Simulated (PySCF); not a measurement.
SMILES Fc1ccccc1-c1ccccc1Cl (C12H8ClF), GFN2-xTB optimised geometry. Atoms within 1.6 Å of the plane z = 0.8 Å (x, y, z in Å): F1 (-1.82, -0.56, -0.01), C2 (-1.15, 0.62, 0.00), C3 (-1.89, 1.78, -0.01), C4 (-1.23, 3.00, -0.01), C5 (0.16, 3.03, 0.00), C6 (0.88, 1.85, 0.00), C7 (0.24, 0.62, 0.00), C8 (1.00, -0.65, 0.01), C9 (0.77, -1.58, 1.02), C10 (1.48, -2.77, 1.06), C11 (2.42, -3.05, 0.08), H15 (-2.97, 1.73, -0.02), H16 (-1.79, 3.92, -0.02), H17 (0.67, 3.98, 0.00), H18 (1.96, 1.88, 0.02), H19 (0.04, -1.37, 1.78), H20 (1.29, -3.49, 1.85), H21 (2.97, -3.98, 0.10).

Computed with CAM-B3LYP/def2-SVP (PySCF). Cells within 0.4 Å of a nucleus heavier than hydrogen are left out (blank, or x).

Map of the deformation density (molecule minus spherical neutral atoms) (e/bohr³) on the plane z = 0.8 Å:

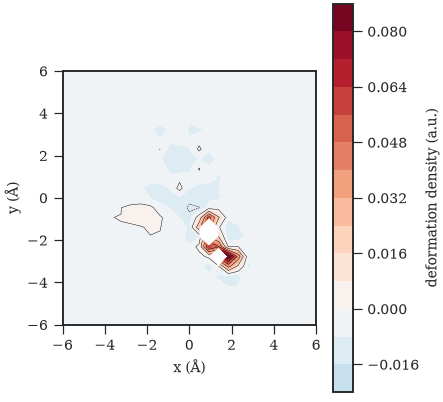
Figure. Deformation density (molecule minus spherical neutral atoms) (e/bohr³) on the plane z = 0.8 Å.
